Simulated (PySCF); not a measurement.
## Electronic structure of SnN (doublet) in real space

```yaml
atoms:
  - { symbol: Sn, position_ang: [0.0000, 0.0000, -0.2078] }
  - { symbol: N, position_ang: [0.0000, 0.0000, 1.7792] }
```

⟨S²⟩ = 0.90, above the pure value of 0.75; core potentials replace the inner electrons of Sn.

Level of theory: PBE0/def2-SVPD, non-relativistic Hamiltonian with scalar-relativistic core potentials where named, at a bond length of 1.987 Å in PySCF.

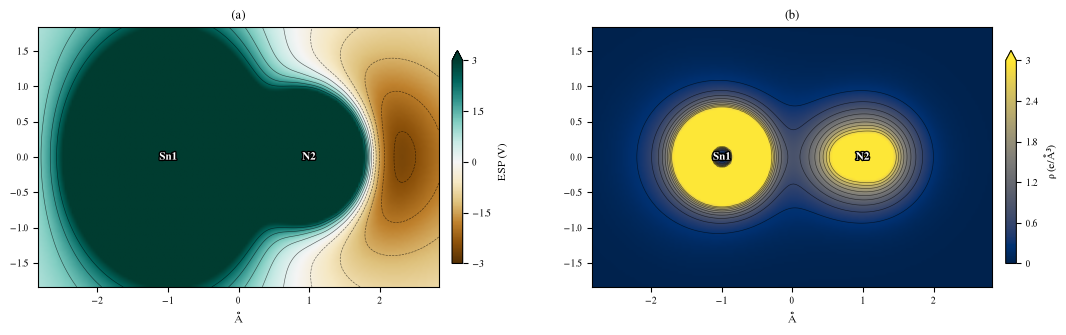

Figure 1. (a) molecular electrostatic potential; (b) electron density on a plane that holds the molecular axis.

Q: Describe what can be read from this map.

A: The plane passes through Sn and N nuclei. Sn–N (1.99 Å): ρ at the midpoint is about 0.83 e/Å³. Outside the dense part of the molecule the potential is most negative (−2.6 V) near N2.

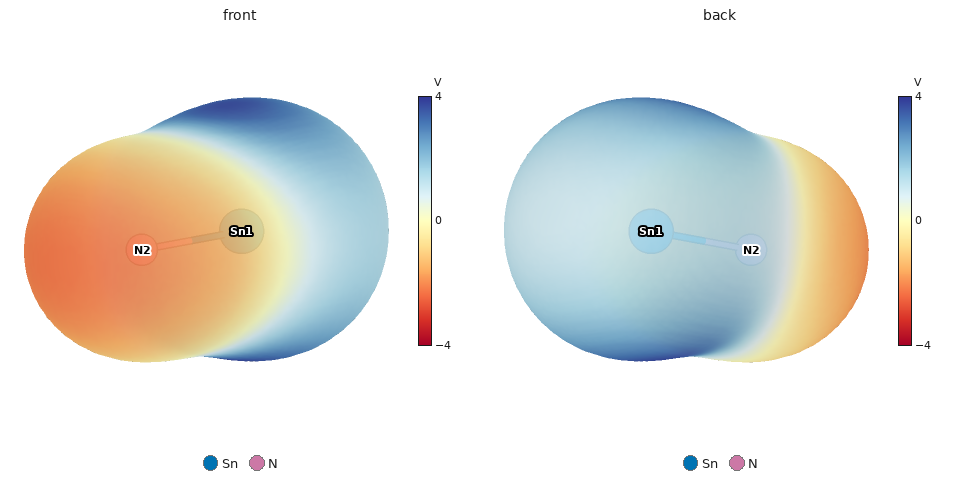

Figure 2. The molecular electrostatic potential painted on the density surface at 0.004 e/bohr³, seen from the front and from behind; red is negative and blue positive.

Q: Which sites attract a positive test charge, and which a negative one?

A: A positive charge is drawn to the negative regions and a negative charge to the positive ones. The most negative region (about −2.3 V) lies over N2, the most positive (about +3.7 V) over Sn1. N2 is the likeliest acceptor of a hydrogen bond.
